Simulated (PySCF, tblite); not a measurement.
**C₃H₇OSSi radical: geometry, infrared bands and EPR parameters**

Aim: predict the infrared bands and EPR parameters of C₃H₇OSSi radical (`[SiH3]S[C@H]1[CH]OC1`).

Computed with tblite 0.8.0 and PySCF 2.14.0, with density-fitted response routines of our own, on a single molecule in the gas phase. Atoms count from 0, in the outputs and in this text.

## 1. The starting structure

13 atoms, charge 0, multiplicity 2; geometry from: force field or distance geometry start.

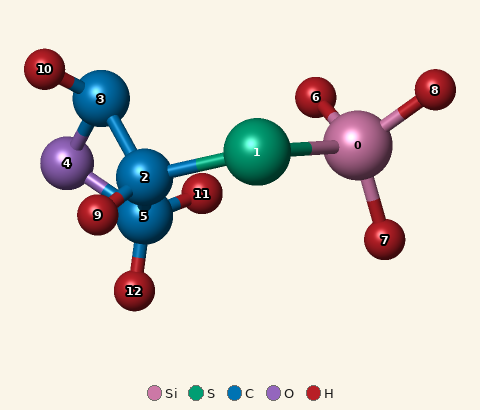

As it starts; silicon pink, sulfur teal, carbon blue, oxygen purple, hydrogen red, atoms numbered.

## 2. Optimising the geometry with GFN2-xTB

The job: settings as JSON, then the geometry in Å.

```
{"job": {"kind": "relax", "xc": "GFN2-xTB", "basis": "xTB"}, "charge": 0, "multiplicity": 2}
Si     2.218400     0.057400    -0.118600
S      0.611200     0.182200     1.287400
C     -0.994900    -0.044400     0.543400
C     -1.426000     1.125700    -0.330600
O     -1.933500     0.198100    -1.236500
C     -0.925900    -0.667700    -0.823200
H      1.796700     0.763800    -1.351700
H      2.492700    -1.359000    -0.348000
H      3.382000     0.768300     0.407900
H     -1.793500    -0.490500     1.176400
H     -2.255400     1.659600     0.177000
H      0.001100    -0.455400    -1.384600
H     -1.177100    -1.737600    -0.878000
```

Run with:

```console
$ OMP_NUM_THREADS=1 python probes_run.py task.json out
```

The driver reads the jobs from task.json and runs them one after another.

Log:

```text
step      E/eV     max force
  0    -514.64005    4.056
  1    -515.03064    2.032
  2    -515.32914    1.531
  3    -515.46443    0.877
  4    -515.51191    0.810
  5    -515.55208    0.808
  6    -515.60141    0.608
  7    -515.63626    0.601
  8    -515.66029    0.385
  9    -515.67577    0.309
 10    -515.68957    0.356
 11    -515.70828    0.387
 12    -515.72658    0.322
 13    -515.74122    0.295
 14    -515.75171    0.281
 15    -515.76101    0.280
 16    -515.77222    0.335
 17    -515.78519    0.316
 18    -515.79863    0.317
 19    -515.80992    0.269
 20    -515.81569    0.250
 21    -515.81950    0.397
 22    -515.82277    0.175
 23    -515.82583    0.093
 24    -515.82820    0.143
 25    -515.83155    0.198
 26    -515.83451    0.178
 27    -515.83710    0.119
 28    -515.83872    0.086
 29    -515.83965    0.072
 30    -515.84030    0.066
 31    -515.84100    0.071
 32    -515.84183    0.065
 33    -515.84262    0.063
 34    -515.84323    0.057
 35    -515.84374    0.058
 36    -515.84431    0.093
 37    -515.84502    0.111
 38    -515.84589    0.093
 39    -515.84690    0.082
 40    -515.84814    0.102
 41    -515.84966    0.107
 42    -515.85115    0.109
 43    -515.85229    0.083
 44    -515.85317    0.101
 45    -515.85413    0.121
 46    -515.85538    0.125
 47    -515.85695    0.150
 48    -515.85907    0.141
 49    -515.86230    0.168
 50    -515.86501    0.192
 51    -515.86964    0.202
 52    -515.87356    0.243
 53    -515.87575    0.325
 54    -515.88306    0.220
 55    -515.88829    0.218
 56    -515.89944    0.243
 57    -515.90553    0.303
 58    -515.91184    0.257
 59    -515.91598    0.177
 60    -515.91939    0.358
 61    -515.92399    0.202
 62    -515.92886    0.144
 63    -515.93021    0.174
 64    -515.93215    0.113
 65    -515.93310    0.096
 66    -515.93469    0.095
 67    -515.93668    0.153
 68    -515.93875    0.151
 69    -515.94009    0.088
 70    -515.94094    0.096
 71    -515.94180    0.085
 72    -515.94278    0.092
 73    -515.94351    0.074
 74    -515.94384    0.035
 75    -515.94397    0.031
 76    -515.94408    0.033
 77    -515.94426    0.040
 78    -515.94457    0.045
 79    -515.94498    0.073
 80    -515.94541    0.076
 81    -515.94577    0.054
 82    -515.94606    0.033
 83    -515.94626    0.030
 84    -515.94639    0.022
 85    -515.94647    0.021
 86    -515.94657    0.025
 87    -515.94671    0.031
 88    -515.94689    0.032
 89    -515.94708    0.033
 90    -515.94723    0.030
 91    -515.94733    0.031
 92    -515.94743    0.029
 93    -515.94756    0.030
 94    -515.94771    0.032
 95    -515.94783    0.028
 96    -515.94789    0.019
 97    -515.94793    0.016
 98    -515.94796    0.016
 99    -515.94799    0.018
100    -515.94803    0.016
101    -515.94805    0.012
102    -515.94808    0.011
103    -515.94810    0.014
104    -515.94813    0.017
105    -515.94817    0.016
106    -515.94821    0.017
107    -515.94824    0.018
108    -515.94826    0.017
109    -515.94831    0.017
110    -515.94839    0.023
111    -515.94852    0.033
112    -515.94874    0.040
113    -515.94906    0.048
114    -515.94948    0.048
115    -515.94993    0.049
116    -515.95036    0.055
117    -515.95080    0.053
118    -515.95000    0.177
119    -515.95163    0.074
120    -515.95206    0.058
121    -515.95049    0.195
122    -515.95278    0.040
123    -515.95300    0.034
124    -515.95316    0.081
125    -515.95343    0.034
126    -515.95357    0.031
127    -515.95412    0.038
128    -515.95428    0.039
129    -515.95447    0.030
130    -515.95468    0.035
131    -515.95486    0.024
132    -515.95493    0.067
133    -515.95505    0.042
134    -515.95516    0.038
135    -515.95548    0.032
136    -515.95562    0.075
137    -515.95593    0.035
138    -515.95621    0.029
139    -515.95611    0.093
140    -515.95650    0.016
141    -515.95661    0.018
142    -515.95652    0.078
143    -515.95674    0.022
144    -515.95680    0.024
145    -515.95687    0.052
146    -515.95697    0.019
147    -515.95701    0.016
148    -515.95706    0.013
149    -515.95707    0.005
```

Run time: 0.67 s. Hardware: 1 thread of Arm Neoverse V2, shared host.

The steps of the relaxation: (not every step is listed)

```tsv
step	energy from step 0 (eV)	largest force (eV/Å)
0	0.0000	4.0557
1	-0.3906	2.0324
2	-0.6891	1.5314
3	-0.8244	0.8774
4	-0.8719	0.8099
5	-0.9120	0.8081
6	-0.9614	0.6075
7	-0.9962	0.6008
8	-1.0202	0.3854
21	-1.1794	0.3972
34	-1.2032	0.0570
47	-1.2169	0.1498
60	-1.2793	0.3582
73	-1.3035	0.0744
86	-1.3065	0.0250
99	-1.3079	0.0182
112	-1.3087	0.0396
125	-1.3134	0.0345
138	-1.3162	0.0292
144	-1.3168	0.0238
145	-1.3168	0.0525
146	-1.3169	0.0186
147	-1.3170	0.0164
148	-1.3170	0.0132
149	-1.3170	0.0055
```

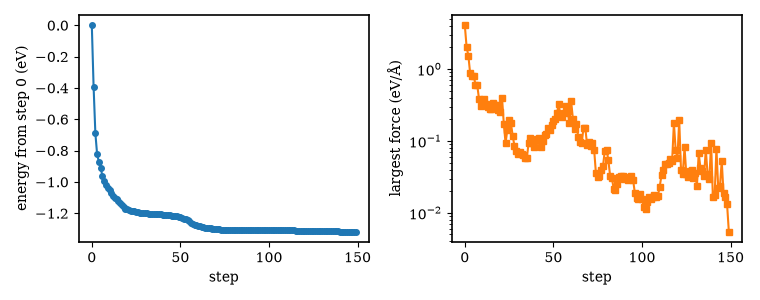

Energy and force, step by step.

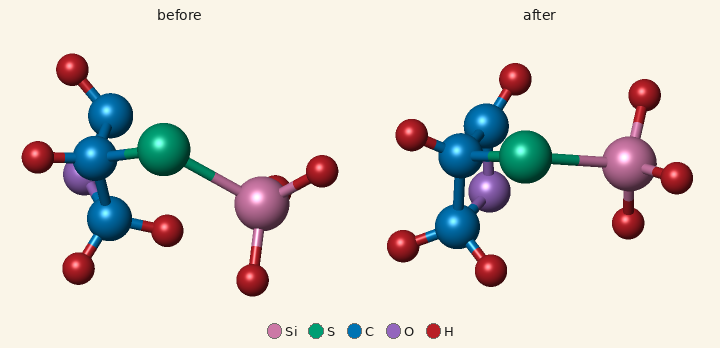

The geometry before (left) and after (right).

Close pairs (by a distance rule), those that changed most:

```tsv
bond	before (Å)	after (Å)	change (Å)
S1–C2	1.785	1.891	+0.107
C2–C3	1.523	1.454	-0.068
O4–C5	1.391	1.436	+0.045
C3–H10	1.109	1.070	-0.040
C2–C5	1.504	1.532	+0.028
C2–H9	1.112	1.087	-0.026
Si0–H6	1.482	1.458	-0.025
C5–H11	1.104	1.090	-0.015
```

The end geometry stands in the next job.

## 3. Vibrational analysis with GFN2-xTB

The job: settings as JSON, then the geometry in Å.

```
{"job": {"kind": "ir", "xc": "GFN2-xTB", "basis": "xTB"}, "charge": 0, "multiplicity": 2}
Si     2.006456     0.589777    -0.074772
S      0.668239    -0.228503     1.388051
C     -1.002362    -0.198712     0.502149
C     -1.219055     0.818052    -0.514974
O     -1.185875    -0.052005    -1.583969
C     -1.110255    -1.165930    -0.680741
H      1.724037     2.012028    -0.222971
H      1.821654    -0.121636    -1.332762
H      3.304844     0.333075     0.520350
H     -1.699177    -0.300845     1.330018
H     -1.056086     1.870166    -0.617738
H     -0.237210    -1.787204    -0.878485
H     -2.019597    -1.767778    -0.713131
```

Log:

```text
mode    cm-1     km/mol
  1      44.3      3.75
  2     103.4      2.95
  3     112.4      5.88
  4     185.3      0.28
  5     263.0      7.43
  6     321.8     44.19
  7     434.5     44.18
  8     497.3     29.40
  9     526.2     42.90
 10     541.8     55.91
 11     567.2     29.19
 12     757.1    143.43
 13     773.1    450.36
 14     779.8    177.01
 15     855.4     23.23
 16     936.8      0.53
 17     970.4      7.59
 18    1018.5      4.25
 19    1060.6     23.19
 20    1093.2      7.46
 21    1127.8      4.39
 22    1129.4     37.10
 23    1189.1     60.52
 24    1219.9      1.91
 25    1294.1     49.73
 26    1448.4      7.97
 27    2308.9    289.85
 28    2320.1    135.76
 29    2375.3    187.23
 30    2975.8     18.44
 31    2987.8      8.65
 32    2997.8     16.92
 33    3166.8     12.36
```

Run time: 0.28 s. Hardware: 1 thread of Arm Neoverse V2, shared host.

Which atoms move in the most intense modes:

```tsv
cm⁻¹	km/mol	atoms
542	55.9	H6 41 %, H7 32 %
757	143.4	H8 57 %, H7 21 %, H6 19 %
773	450.4	H8 35 %, H7 31 %, H6 27 %
780	177.0	H6 48 %, H7 48 %
1189	60.5	C3 32 %, C2 19 %, H9 18 %, O4 15 %
2309	289.9	H6 72 %, H7 23 %
2320	135.8	H7 73 %, H6 24 %
2375	187.2	H8 97 %
```

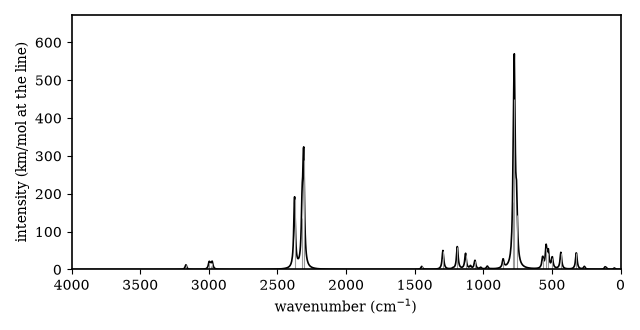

The infrared spectrum from these modes, unscaled. Lines are broadened to a width of 14 cm⁻¹ (Lorentzian).

## 4. g tensor and hyperfine couplings: B3LYP/pcH-1

Settings changed since step 3:

```diff
@@ -1,2 +1,2 @@
-{"job": {"kind": "ir", "xc": "GFN2-xTB", "basis": "xTB"}, "charge": 0, "multiplicity": 2}
+{"job": {"kind": "epr", "basis": "pcH-1"}, "charge": 0, "multiplicity": 2}
 Si     2.006456     0.589777    -0.074772
```

Level: UKS B3LYP, pcH-1 on C H O S Si, non-relativistic, mean-field spin-orbit, GIAO.

Log:

```text
UKS, coarse grid
  cycle   1  E = -881.31648345  |g| = 4.12e-01
  cycle   2  E = -881.20964612  |g| = 6.83e-01
  cycle   3  E = -881.37592000  |g| = 9.23e-02
  cycle   4  E = -881.37877529  |g| = 3.83e-02
  cycle   5  E = -881.37950392  |g| = 8.53e-03
  cycle   6  E = -881.37954107  |g| = 3.78e-03
  cycle   7  E = -881.37954887  |g| = 1.09e-03
  cycle   8  E = -881.37954931  |g| = 4.05e-04
UKS, final grid
  cycle   1  E = -881.37954572  |g| = 4.48e-04
  cycle   2  E = -881.37954562  |g| = 6.76e-04
  cycle   3  E = -881.37954583  |g| = 1.05e-04
  cycle   4  E = -881.37954583  |g| = 3.08e-05
  cycle   5  E = -881.37954583  |g| = 1.53e-05
E = -881.37954583 Eh   <S^2> = 0.7547 (exact 0.7500)
g shifts (ppm)      1          2          3
  rmc          -214       -214       -214
  gc             -0          5         30
  oz_so         113        592       3221
  total        -101        384       3038
hyperfine (MHz)  atom isotope    a_iso     a_fc   dipolar eigenvalues
    0  29Si      -0.12      -0.11     -0.74     -0.16      0.90
    1   33S      22.03      22.00    -12.49    -12.27     24.76
    2   13C     -10.28     -10.27     -4.55     -0.09      4.64
    3   13C     109.27     109.23    -70.01    -69.56    139.56
    4   17O     -25.86     -25.92    -79.03     38.05     40.98
    5   13C      -1.02      -1.03     -1.51     -1.27      2.78
    6    1H       0.31       0.30     -2.33     -1.69      4.02
    7    1H      -0.44      -0.44     -2.19     -1.60      3.79
    8    1H      -0.43      -0.44     -1.13     -0.38      1.50
    9    1H      66.37      66.38     -4.80     -2.76      7.56
   10    1H     -45.87     -45.91    -32.88     -0.87     33.76
   11    1H      -0.08      -0.07     -3.51     -2.45      5.96
   12    1H      -1.04      -1.05     -3.97     -2.89      6.86
```

It took 46 s on 1 thread of Arm Neoverse V2, shared host; peak memory 0.86 GiB.

Principal g values 2.00222, 2.00270, 2.00536; g(iso) = 2.00343, against 2.00232 for a free electron.

Hyperfine couplings; where a row names several nuclei, a(iso) is their mean (it holds for fast rotation or exchange) and the dipolar term the largest among them:

```tsv
nuclei	isotope	a(iso) (MHz)	a(iso) (G, at g = 2.0023)	largest dipolar term (MHz)
C3	13C	109.3	39.0	139.6
H9	1H	66.4	23.7	7.6
H10	1H	-45.9	-16.4	33.8
O4	17O	-25.9	-9.2	-79.0
S1	33S	22.0	7.9	24.8
C2	13C	-10.3	-3.7	4.6
H12	1H	-1.0	-0.4	6.9
C5	13C	-1.0	-0.4	2.8
H6, H7, H8	1H	-0.2	-0.1	4.0
Si0	29Si	-0.1	0.0	0.9
H11	1H	-0.1	0.0	6.0
```

Mulliken spin populations:

Si0 0.00; S1 0.12; C2 -0.06; C3 0.79; O4 0.16; C5 -0.01; H6 0.00; H7 0.00; H8 0.00; H9 0.03; H10 -0.03; H11 0.00; H12 0.00

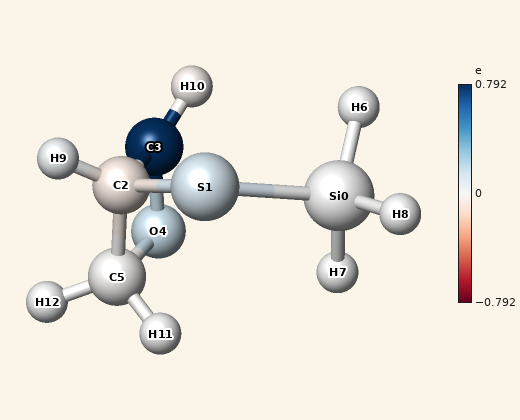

Mulliken spin populations, as colours on the atoms.

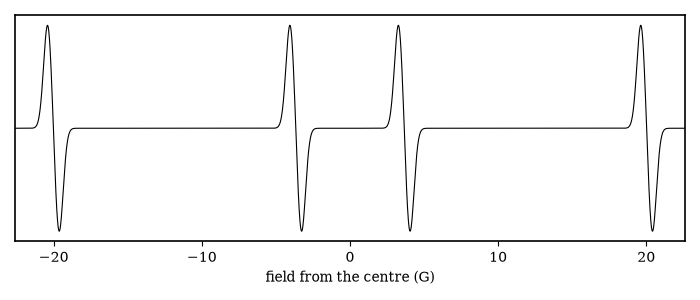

First-order isotropic spectrum (first derivative, main isotopes with spin only, couplings over 0.8 MHz, Gaussian width 0.3 G; couplings of the frozen geometry, rotation of groups not averaged beyond the rows shown).

The fields below are evaluated on a grid from the run's orbitals.

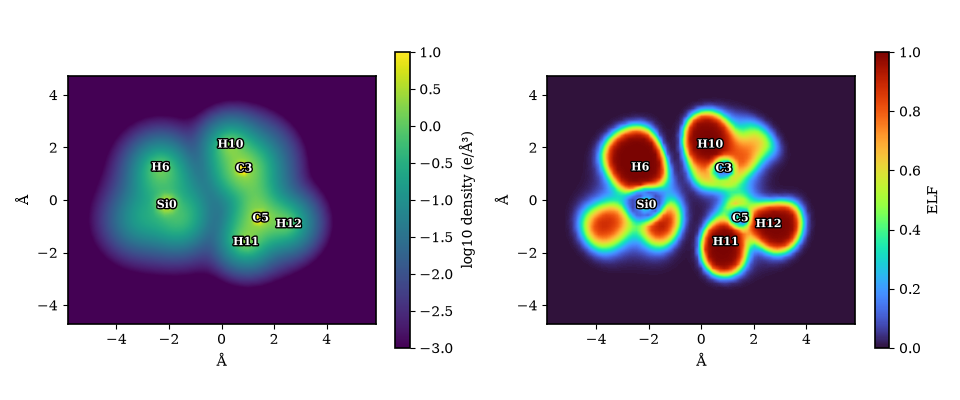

Density (left) and ELF (right) in a plane through or near 7 of the atoms.

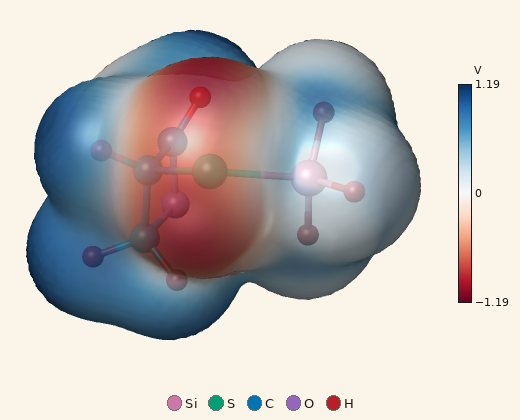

Electrostatic potential on the surface of density 0.002 e/bohr³; red is low, blue high. It runs from -1.17 V near O4 to 1.19 V near H8.

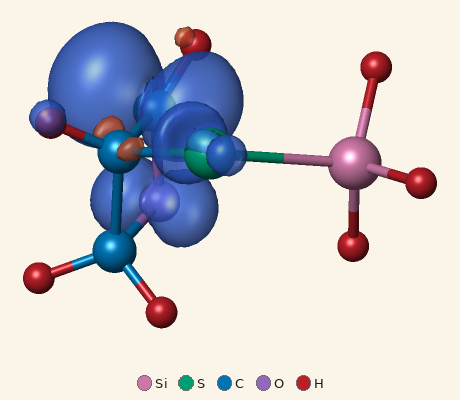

Spin density at ±0.04 e/Å³ (alpha excess blue, beta excess red).

## 5. Results

| quantity | value |
| --- | --- |
| strongest single infrared mode (GFN2-xTB) | 773 cm⁻¹, 450 km/mol |
| zero-point energy (GFN2-xTB) | 54.9 kcal/mol |
| g(iso) (B3LYP) | 2.00343 |
| ⟨S²⟩ | 0.755 (exact 0.75) |
| largest a(iso) (averaged by class) | 13C on C3, 109.3 MHz |
| surface potential, least and greatest | -1.17 V and 1.19 V |

Over 149 steps the energy fell by 1.317 eV; of the close pairs, S1–C2 changed most, 1.785 to 1.891 Å. No mode is imaginary among the 33: a minimum at this level. The strongest single mode, at 773 cm⁻¹, is spread over several atoms, H8, H7, H6 among them. GFN2-xTB is a fitted tight-binding method: band positions and strengths are rough. Its intensities can rank the bands wrongly. C3 carries the largest spin population, 0.79 e. The isotropic g lies 1.1 ppt above the free-electron value.
